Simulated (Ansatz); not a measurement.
# CH3OSSi: the cost of one run

All numbers below are computed with Ansatz 0.2.0 (RKS PBE-D4/def2-SVP).

### Step 1. Starting point

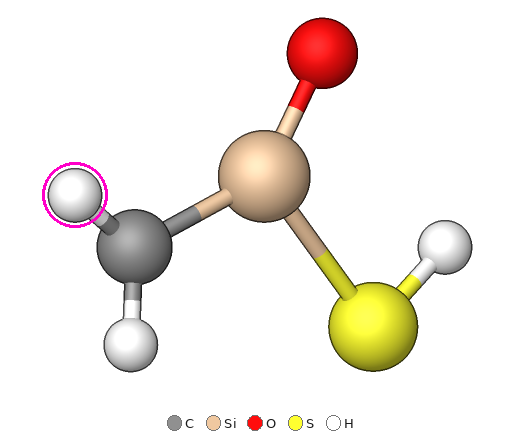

Start, viewed from a chosen angle; carbon grey, silicon light orange, oxygen red, sulfur yellow, hydrogen white. Ringed: H5.

As a file:

```xyz
7

C    -0.7002    1.0571    0.7212
Si    0.4847   -0.1702    0.2732
O     1.8690   -0.7313    0.5907
S    -0.2389   -1.0654   -1.6780
H    -0.6401    1.5268    1.6950
H    -1.6811    1.0814    0.2706
H     0.9066   -1.6983   -1.8727
```

### Step 2. End point A

Input file input.yaml:

```yaml
crystal:
  periodic: [false, false, false]
  atoms:
    - { symbol: C, position_ang: [-0.70017, 1.05706, 0.72118] }
    - { symbol: Si, position_ang: [0.48473, -0.17017, 0.27317] }
    - { symbol: O, position_ang: [1.86902, -0.73134, 0.59071] }
    - { symbol: S, position_ang: [-0.23892, -1.0654, -1.67798] }
    - { symbol: H, position_ang: [-0.64015, 1.52682, 1.69503] }
    - { symbol: H, position_ang: [-1.68112, 1.08137, 0.27058] }
    - { symbol: H, position_ang: [0.90662, -1.69833, -1.87268] }
total_charge: -1
basis:
  gaussian: { orbitals: def2-SVP }
hamiltonian:
  xc: pbe
  dispersion: d4
relax:
  f_tol: 0.02
  max_steps: 50
```

The run is started by

```
$ ansatz run input.yaml --threads 1 --pin off --max-ram 2048MiB --backend cpu --events-out ev --progress --plain --runs-dir out
```

What time and memory should one allow on 1 thread of an x86-64 CPU, shared host?

About 16 s, with a peak of 0.17 GiB.
